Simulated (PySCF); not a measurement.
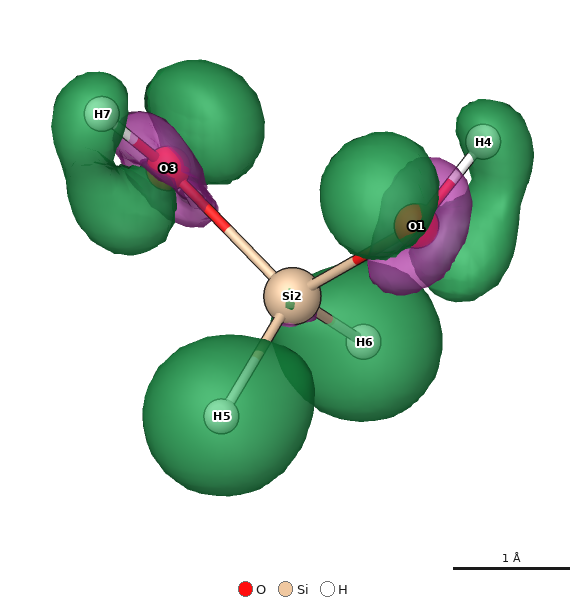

H₄O₂Si, SMILES `O[SiH2]O`. Fukui function f⁻ = ρ(N) − ρ(N−1) at fixed geometry, surfaces at ±0.04 e/Å³ (green positive, purple negative).

Level of theory: ωB97X/def2-TZVP (PySCF), at a geometry from GFN2-xTB. No frequency check shows the geometry to be a minimum.

Question: On which atoms does the density change most on removal of an electron?

Answer: f⁻ (Hirshfeld-condensed) is largest on Si2 (0.21), H5 and H6 (0.17 each) and O1 and O3 (0.16 each); the vertical ionisation energy is 11.58 eV. Condensed values hint at sites of electrophilic attack but needn't mark the atom that reacts. Shares this close don't rank the sites. Orbital relaxation makes it negative in places (0.11 e in all).

```
atom     f⁻  charge
  O1  +0.16   −0.32
 Si2  +0.21   +0.46
  O3  +0.16   −0.32
  H4  +0.07   +0.18
  H5  +0.17   −0.09
  H6  +0.17   −0.09
  H7  +0.07   +0.18
```
